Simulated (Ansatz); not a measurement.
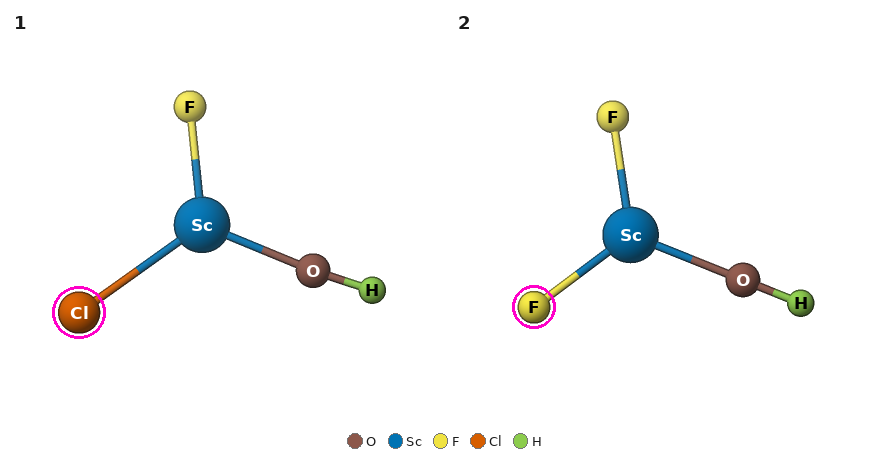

2 molecules with one skeleton, seen from the same side and at one scale; the atom that differs is circled. Each species is neutral and a spin singlet. Computed geometries: PBE0-D4/def2-TZVP optimisations, one conformation each. Properties computed with Ansatz 0.2.0.

One atom differs, called X below: Cl in panel 1, F in panel 2. Their formulas are ClFHOSc (`[OH][Sc]([F])[Cl]`), F2HOSc (`[OH][Sc]([F])[F]`).

Question: In which is the HOMO–LUMO gap larger (revPBE-D4/def2-TZVPP)?

Answer: In panel 2 (X = F).

Question: In which is the length of X–Sc larger (PBE0-D4/def2-TZVP)?

Answer: In panel 1 (X = Cl).

Give the values. With PBE0-D4/def2-TZVP: length of X–Sc (Å), angle F–Sc–X (°), dipole moment (D), harmonic zero-point energy (kJ/mol). With revPBE-D4/def2-TZVPP: HOMO energy (Kohn–Sham orbital) (eV), HOMO–LUMO gap (eV).

```tsv
quantity	1 (Cl)	2 (F)	2 − 1
length of X–Sc (Å)	2.311	1.847	−0.464
angle F–Sc–X (°)	120.0	118.6	−1.4
dipole moment (D)	2.96	2.48	−0.48
harmonic zero-point energy (kJ/mol)	41.0	42.7	+1.7
HOMO energy (Kohn–Sham orbital) (eV)	−7.35	−7.50	−0.15
HOMO–LUMO gap (eV)	4.15	4.56	+0.41
```
